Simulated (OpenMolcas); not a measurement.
Excited-state calculation of SiH₂BrF (charge +1) (part 1 of 2)

The run: excited-state calculation of SiH₂BrF, charge +1, multiplicity 2. Method and program: CASPT2/6-31G (OpenMolcas 26.06).

The geometry is that of the parent species in another charge or spin state. The geometry comes from this level: GFN2-xTB.

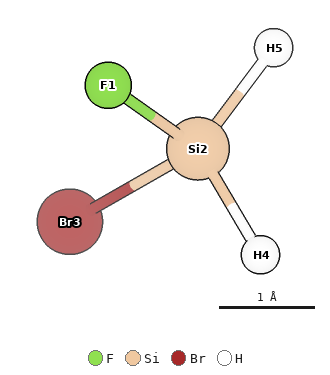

The input geometry (ball-and-stick view, seen at a tilt; atoms are numbered from 1 in the order of the input). Bond lengths as drawn: Br–Si 2.19 Å, F–Si 1.60 Å and H–Si 1.44 Å.

### Input file
```
>>> EXPORT MOLCAS_PRINT=2

&GATEWAY
  Coord
  5
  angstrom
  F       -0.309540      -0.228100       1.526640
  Si       0.148610      -0.112400       0.000640
  Br      -1.281320       1.254020      -0.947560
  H       -0.008960      -1.423720      -0.582380
  H        1.451210       0.510200       0.002650
  Basis=6-31G
  Group=NoSym

&SEWARD

&RASSCF
  FileOrb=$CurrDir/step2.RasOrb
  Spin=2
  Nactel=5 0 0
  Inactive=27
  Ras2=6
  CIRoot=2 2 1
  OrbListing=Nothing

&CASPT2
  RMultistate=all
  IPEA=0.25
  Imaginary=0.3
```

Machine: 1 thread of Arm Neoverse V1, 24 GiB of memory available, shared host.

Launched with:
```bash
export MOLCAS_MEM=1860
pymolcas step6.input > step6.log
```

### The program's output
```
--- Start Module: gateway ---

                                              &GATEWAY

                       available to each process: 1.9 GB of memory, 1 thread

++    Symmetry information:
      ---------------------

                    Character Table for C1

                             E
                    a        1  x, y, xy, Rz, z, xz, Ry, yz, Rx, I
--

++    Basis set information:
      ----------------------

      Basis set label: F.6-31G.........

      Electronic valence basis set:
      ------------------
      Associated Effective Charge   9.000000 au
      Associated Actual Charge      9.000000 au
      Nuclear Model: Point charge

      Shell  nPrim  nBasis  Cartesian Spherical Contaminant
         s      10       3        X
         p       4       2        X

      Basis set label: SI.6-31G.........

      Electronic valence basis set:
      ------------------
      Associated Effective Charge  14.000000 au
      Associated Actual Charge     14.000000 au
      Nuclear Model: Point charge

      Shell  nPrim  nBasis  Cartesian Spherical Contaminant
         s      16       4        X
         p      10       3        X

      Basis set label: BR.6-31G.........

      Electronic valence basis set:
      ------------------
      Associated Effective Charge  35.000000 au
      Associated Actual Charge     35.000000 au
      Nuclear Model: Point charge

      Shell  nPrim  nBasis  Cartesian Spherical Contaminant
         s      22       5        X
         p      16       4        X
         d       4       2        X

      Basis set label: H.6-31G.........

      Electronic valence basis set:
      ------------------
      Associated Effective Charge   1.000000 au
      Associated Actual Charge      1.000000 au
      Nuclear Model: Point charge

      Shell  nPrim  nBasis  Cartesian Spherical Contaminant
         s       4       2        X
--

++    Molecular structure info:
      -------------------------

                    ************************************************
                    **** Cartesian Coordinates / bohr, angstrom ****
                    ************************************************

     Center  Label                x              y              z                     x              y              z
        1      F1              -0.584946      -0.431047       2.884931             -0.309540      -0.228100       1.526640
        2      SI2              0.280832      -0.212405       0.001209              0.148610      -0.112400       0.000640
        3      BR3             -2.421344       2.369754      -1.790629             -1.281320       1.254020      -0.947560
        4      H4              -0.016932      -2.690441      -1.100539             -0.008960      -1.423720      -0.582380
        5      H5               2.742389       0.964138       0.005008              1.451210       0.510200       0.002650

                    ***************************************
                    *    InterNuclear Distances / bohr    *
                    ***************************************

               1 F1            2 SI2           3 BR3           4 H4            5 H5
    1 F1       0.000000
    2 SI2      3.018812        0.000000
    3 BR3      5.751322        4.144875        0.000000
    4 H4       4.616435        2.728218        5.644732        0.000000
    5 H5       4.616455        2.728284        5.644839        4.710842        0.000000

                    *******************************************
                    *    InterNuclear Distances / angstrom    *
                    *******************************************

               1 F1            2 SI2           3 BR3           4 H4            5 H5
    1 F1       0.000000
    2 SI2      1.597487        0.000000
    3 BR3      3.043469        2.193373        0.000000
    4 H4       2.442912        1.443711        2.987063        0.000000
    5 H5       2.442923        1.443746        2.987120        2.492870        0.000000

                    **************************************
                    *    Valence Bond Angles / degree    *
                    **************************************
                          Atom centers                 Phi
                      4 H4       2 SI2      5 H5       119.39
--

            Nuclear Potential Energy            241.50175537 au

--- Stop Module: gateway /rc=_RC_ALL_IS_WELL_ ---

--- Start Module: seward ---

                                              &SEWARD

                       available to each process: 1.9 GB of memory, 1 thread

               SEWARD will generate:
                  Multipole Moment integrals up to order  2
                  Kinetic Energy integrals
                  Nuclear Attraction integrals (point charge)
                  One-Electron Hamiltonian integrals
                  Velocity integrals
                  Orbital angular momentum around ( -1.4979   1.3380  -0.6847 )
                  Velocity quadrupole around ( -1.4979   1.3380  -0.6847 )
                  Two-Electron Repulsion integrals

                   Integrals are discarded if absolute value <: 1.00E-14
                   Integral cutoff threshold is set to       <: 1.00E-16

            Nuclear Potential Energy            241.50175537 au

      Basis set specifications :
      Symmetry species         a
      Basis functions           55

--- Stop Module: seward /rc=_RC_ALL_IS_WELL_ ---
--- Module seward spent 1 second ---

--- Start Module: rasscf ---

                                              &RASSCF

                       available to each process: 1.9 GB of memory, 1 thread

      Header of the ONEINT file:
      --------------------------

      OrdInt status: non-squared

      Cartesian coordinates in angstrom:
      -----------------------------------------------------
      No.  Label        X            Y            Z
      -----------------------------------------------------
       1   F1        -0.30954000  -0.22810000   1.52664000
       2   SI2        0.14861000  -0.11240000   0.00064000
       3   BR3       -1.28132000   1.25402000  -0.94756000
       4   H4        -0.00896000  -1.42372000  -0.58238000
       5   H5         1.45121000   0.51020000   0.00265000
      -----------------------------------------------------
      Nuclear repulsion energy =  241.50175537

++    Wave function specifications:
      -----------------------------

      Number of closed shell electrons          54
      Number of electrons in active shells       5
      Max number of holes in RAS1 space          0
      Max nr of electrons in RAS3 space          0
      Number of inactive orbitals               27
      Number of active orbitals                  6
      Number of secondary orbitals              22
      Spin quantum number                      0.5
      State symmetry                             1
--

++    Orbital specifications:
      -----------------------

      Symmetry species                           1
                                                 a
      Frozen orbitals                            0
      Inactive orbitals                         27
      Active orbitals                            6
      RAS1 orbitals                              0
      RAS2 orbitals                              6
      RAS3 orbitals                              0
      Secondary orbitals                        22
      Deleted orbitals                           0
      Number of basis functions                 55
--

++    CI expansion specifications:
      ----------------------------

      Number of CSFs                           210
      Number of determinants                   300
      Number of root(s) required                 2
      Root chosen for geometry opt.              2
      CI roots used                              1     2
      weights                                0.500 0.500
      highest root included in the CI            2
      max. size of the explicit Hamiltonian    200
--

++    Optimization specifications:
      ----------------------------

      RASSCF algorithm: Conventional
      Maximum number of macro iterations       200
      Maximum number of SX iterations          100
      Threshold for RASSCF energy            1.000E-08
      Threshold for max MO rotation          1.000E-01
      Threshold for max BLB element          1.000E-04
      Level shift parameter                  5.000E-01
      Make Quasi-Newton update
--

      The MO-coefficients are taken from the file:
      step2.RasOrb
      Title: RASSCF average (pseudo-natural) orbitals

      Total molecular charge    1.00

      ************************************************************************************************************************
      *                                            Wave function control section                                             *
      ************************************************************************************************************************

                                         RASSCF iterations: Energy and convergence statistics
                                         ----------------------------------------------------

          iter iter root      energy       change     param      element    value   shift minimum  type update hh:mm:ss
 Nr of preliminary CI iterations:   1
      Total energies have been shifted. Add                -2000.00 au
        1   1  101    0  -960.86153056    0.00E+00   7.45E-02   23  47 1 -1.94E-01*  0.35   0.00    SX    NO    0:00:00
        2   3  101    0  -961.09729836   -2.36E-01*  4.54E-02   23  33 1  8.98E-02*  0.34   0.00    SX    NO    0:00:00
        3   3   72    0  -961.14559839   -4.83E-02*  2.71E-02   23  33 1  4.87E-02*  0.33   0.00    SX    NO    0:00:00
        4   1   33    0  -961.15702488   -1.14E-02* -1.91E-02   23  33 1  2.20E-02*  0.33   0.00    SX    NO    0:00:00
        5   3   44    0  -961.16101101   -3.99E-03*  5.21E-02   23  33 1  1.26E-02*  0.33   1.93    QN   YES    0:00:00
        6   3   31    0  -961.16526896   -4.26E-03*  5.77E-02   27  33 1 -7.11E-03*  0.33   1.54    QN   YES    0:00:00
        7   3   33    0  -961.16755980   -2.29E-03*  1.17E-01*  23  33 1 -1.03E-02*  0.32   2.50    QN   YES    0:00:00
        8   3   37    0  -961.17148847   -3.93E-03*  1.56E-01*  23  33 1 -1.81E-02*  0.32   2.29    QN   YES    0:00:00
        9   3   48    0  -961.17602496   -4.54E-03*  1.38E-01*  23  33 1 -2.41E-02*  0.30   1.78    QN   YES    0:00:00
       10   3   66    0  -961.17983209   -3.81E-03*  1.08E-01*  23  33 1 -2.52E-02*  0.29   1.80    QN   YES    0:00:00
       11   3   40    0  -961.18370350   -3.87E-03* -6.88E-02   23  33 1 -2.01E-02*  0.28   2.01    QN   YES    0:00:00
       12   3   49    0  -961.18727265   -3.57E-03* -3.64E-02   23  33 1 -8.13E-03*  0.28   1.62    LS   YES    0:00:00
       13   3   48    0  -961.18788872   -6.16E-04* -3.13E-02   28  34 1  4.30E-03*  0.28   1.18    QN   YES    0:00:00
       14   3   47    0  -961.18861773   -7.29E-04* -3.16E-02   28  34 1  3.39E-03*  0.28   2.21    LS   YES    0:00:00
       15   3   44    0  -961.18892703   -3.09E-04* -2.58E-02   23  33 1  5.89E-03*  0.28   1.20    QN   YES    0:00:00
       16   3   46    0  -961.18936173   -4.35E-04* -3.32E-02   23  33 1  4.64E-03*  0.28   2.50    LS   YES    0:00:00
       17   3   46    0  -961.18967163   -3.10E-04* -3.13E-02   23  33 1  2.95E-03*  0.28   1.55    QN   YES    0:00:00
       18   3   46    0  -961.18988444   -2.13E-04*  2.02E-02   26  41 1  2.27E-03*  0.27   1.55    QN   YES    0:00:00
       19   3   45    0  -961.18997094   -8.65E-05*  1.31E-02   26  41 1  1.24E-03*  0.27   1.56    QN   YES    0:00:00
       20   3   44    0  -961.19001798   -4.70E-05* -2.02E-02   29  34 1 -9.41E-04*  0.27   1.94    QN   YES    0:00:00
       21   3   30    0  -961.19006670   -4.87E-05* -3.10E-02   29  34 1 -1.53E-03*  0.27   2.04    QN   YES    0:00:00
       22   3   41    0  -961.19012296   -5.63E-05* -4.45E-02   26  41 1 -1.76E-03*  0.27   2.07    QN   YES    0:00:00
       23   3   44    0  -961.19018945   -6.65E-05* -5.84E-02   26  41 1 -1.77E-03*  0.27   1.99    QN   YES    0:00:00
       24   3   44    0  -961.19026753   -7.81E-05* -7.02E-02   27  31 1 -1.18E-03*  0.27   1.88    QN   YES    0:00:00
       25   3   44    0  -961.19036151   -9.40E-05*  7.36E-02   27  31 1 -1.20E-03*  0.27   1.78    QN   YES    0:00:00
       26   3   42    0  -961.19047764   -1.16E-04* -6.62E-02   26  41 1  1.35E-03*  0.27   1.83    QN   YES    0:00:00
       27   3   44    0  -961.19062089   -1.43E-04* -5.24E-02   26  41 1  2.49E-03*  0.27   1.88    QN   YES    0:00:00
       28   3   45    0  -961.19076605   -1.45E-04* -3.69E-02   26  41 1  2.70E-03*  0.27   1.82    QN   YES    0:00:00
       29   3   45    0  -961.19087766   -1.12E-04*  2.76E-02   26  41 1  1.73E-03*  0.27   1.78    QN   YES    0:00:00
       30   3   42    0  -961.19095447   -7.68E-05*  2.92E-02   28  37 1 -8.14E-04*  0.27   1.78    QN   YES    0:00:00
       31   3   40    0  -961.19101379   -5.93E-05*  3.62E-02   29  34 1 -9.89E-04*  0.27   1.96    QN   YES    0:00:00
       32   3   44    0  -961.19107401   -6.02E-05* -4.09E-02   26  41 1 -1.73E-03*  0.27   1.99    QN   YES    0:00:00
       33   3   43    0  -961.19113283   -5.88E-05* -3.45E-02   26  41 1 -1.71E-03*  0.27   1.88    QN   YES    0:00:00
       34   3   42    0  -961.19117924   -4.64E-05*  2.52E-02   26  33 1 -9.76E-04*  0.27   1.79    QN   YES    0:00:00
       35   3   31    0  -961.19121101   -3.18E-05* -1.98E-02   26  33 1 -4.27E-04*  0.27   1.78    QN   YES    0:00:00
       36   3   31    0  -961.19123526   -2.42E-05* -2.17E-02   26  41 1  6.97E-04*  0.27   1.96    QN   YES    0:00:00
       37   3   39    0  -961.19126106   -2.58E-05*  2.79E-02   26  41 1  1.07E-03*  0.27   2.11    QN   YES    0:00:00
       38   3   39    0  -961.19129179   -3.07E-05*  3.22E-02   26  33 1  1.08E-03*  0.27   2.09    QN   YES    0:00:00
       39   3   41    0  -961.19132453   -3.27E-05*  3.22E-02   26  33 1  9.79E-04*  0.27   2.03    QN   YES    0:00:00
       40   3   30    0  -961.19135631   -3.18E-05*  3.33E-02   28  34 1  5.28E-04*  0.27   2.02    QN   YES    0:00:00
       41   3   40    0  -961.19138877   -3.25E-05*  3.91E-02   26  41 1 -7.20E-04*  0.26   2.08    QN   YES    0:00:00
       42   3   42    0  -961.19142689   -3.81E-05*  4.50E-02   26  41 1 -1.09E-03*  0.26   2.07    QN   YES    0:00:00
       43   3   42    0  -961.19147334   -4.64E-05* -4.54E-02   26  33 1 -1.44E-03*  0.26   1.93    QN   YES    0:00:00
       44   3   43    0  -961.19152539   -5.21E-05* -3.83E-02   26  33 1 -1.50E-03*  0.26   1.86    QN   YES    0:00:00
       45   3   33    0  -961.19157801   -5.26E-05* -2.78E-02   26  33 1 -9.68E-04*  0.26   1.85    QN   YES    0:00:00
       46   3   32    0  -961.19162142   -4.34E-05* -2.48E-02   28  42 1  5.86E-04*  0.26   1.81    QN   YES    0:00:00
       47   3   32    0  -961.19165551   -3.41E-05* -2.64E-02   26  41 1  6.84E-04*  0.26   1.93    QN   YES    0:00:00
       48   3   41    0  -961.19168828   -3.28E-05* -3.05E-02   26  33 1  1.00E-03*  0.26   1.99    QN   YES    0:00:00
       49   3   34    0  -961.19172140   -3.31E-05*  3.13E-02   26  33 1  9.56E-04*  0.25   1.97    QN   YES    0:00:00
       50   3   32    0  -961.19175292   -3.15E-05*  2.93E-02   28  42 1 -5.00E-04*  0.25   1.90    QN   YES    0:00:00
       51   3   32    0  -961.19178024   -2.73E-05*  2.25E-02   28  42 1 -5.16E-04*  0.25   1.85    QN   YES    0:00:00
       52   3   39    0  -961.19180253   -2.23E-05* -1.69E-02   26  33 1 -5.65E-04*  0.25   1.80    QN   YES    0:00:00
       53   3   32    0  -961.19181931   -1.68E-05* -1.49E-02   26  33 1 -6.32E-04*  0.25   1.73    QN   YES    0:00:00
       54   3   31    0  -961.19183043   -1.11E-05* -7.76E-03   26  33 1 -3.62E-04*  0.25   1.66    QN   YES    0:00:00
       55   3   29    0  -961.19183712   -6.68E-06* -9.62E-03   29  34 1  2.20E-04*  0.25   1.66    QN   YES    0:00:00
       56   3   29    0  -961.19184161   -4.50E-06* -7.96E-03   26  33 1  2.36E-04*  0.25   1.77    QN   YES    0:00:00
       57   3   37    0  -961.19184569   -4.08E-06*  1.17E-02   26  33 1  3.27E-04*  0.25   1.80    QN   YES    0:00:00
       58   3   28    0  -961.19184978   -4.09E-06*  1.09E-02   23  34 1  2.50E-04*  0.25   1.73    QN   YES    0:00:00
       59   3   29    0  -961.19185323   -3.44E-06* -6.67E-03   27  34 1  1.67E-04*  0.25   1.61    QN   YES    0:00:00
       60   3   28    0  -961.19185546   -2.24E-06* -5.62E-03   26  41 1 -1.35E-04*  0.25   1.59    QN   YES    0:00:00
       61   3   27    0  -961.19185687   -1.40E-06*  4.71E-03   26  33 1 -1.46E-04*  0.24   1.74    QN   YES    0:00:00
       62   3   26    0  -961.19185805   -1.19E-06*  5.72E-03   29  34 1  1.41E-04*  0.24   1.86    QN   YES    0:00:00
       63   3   25    0  -961.19185916   -1.11E-06*  5.25E-03   27  34 1 -1.18E-04*  0.24   1.77    QN   YES    0:00:00
       64   3   25    0  -961.19186003   -8.68E-07* -4.02E-03   26  41 1  9.91E-05   0.24   1.70    QN   YES    0:00:00
       65   3   24    0  -961.19186063   -5.96E-07*  2.68E-03   26  33 1  9.14E-05   0.24   1.70    QN   YES    0:00:00
       66   3   24    0  -961.19186105   -4.23E-07*  1.98E-03   23  31 1 -8.44E-05   0.24   1.74    QN   YES    0:00:00
       67   3   23    0  -961.19186136   -3.11E-07*  1.65E-03   27  34 1  6.61E-05   0.24   1.67    QN   YES    0:00:00
       68   3   22    0  -961.19186155   -1.88E-07*  1.00E-03   27  34 1  4.86E-05   0.24   1.55    QN   YES    0:00:00
       69   3   21    0  -961.19186163   -8.44E-08* -5.12E-04   26  33 1 -3.40E-05   0.24   1.49    QN   YES    0:00:00
       70   1   20    0  -961.19186167   -3.29E-08* -2.89E-04   23  34 1 -1.69E-05   0.24   1.52    QN   YES    0:00:00
       71   1   19    0  -961.19186168   -1.60E-08*  3.05E-04   27  34 1 -1.50E-05   0.24   1.67    QN   YES    0:00:00
       72   3   18    0  -961.19186169   -1.26E-08*  4.35E-04   26  33 1  1.38E-05   0.24   1.45    QN   YES    0:00:00
       73   1   18    0  -961.19186170   -1.03E-08*  3.03E-04   23  34 1  1.50E-05   0.24   1.44    QN   YES    0:00:00
       74   2   17    0  -961.19186171   -8.70E-09   6.91E-04   26  39 1  1.19E-05   0.24   1.70    QN   YES    0:00:00
      Convergence after 74 iterations
       75   2   17    0  -961.19186172   -1.15E-08*  6.91E-04   27  34 1  1.41E-05   0.24   1.70    QN   YES    0:00:00
```
